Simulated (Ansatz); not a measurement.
Consider GaN in the wurtzite structure (space group P6_3mc, No. 186; a = 3.183 Å, c = 5.184 Å). Axes: x lies along a and z along c of the hexagonal cell.

Now apply this change: a pure shear with ε_xy = ε_yx = 0.0058; the atoms relax in the strained cell.

Calculations: r2SCAN/PAW in Ansatz (a program for electronic structure), no spin-orbit coupling, earlier PAW set.

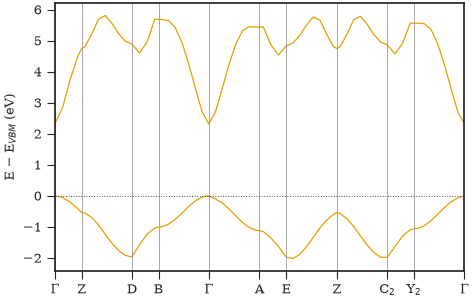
Figure: Highest valence and lowest conduction band along the path of the changed cell's own zone

The gap is 2.32 eV, direct at Γ; the base has 2.35 eV.

No phonon test of stability was made. Labels are those of the standard path for the cell's own space group.
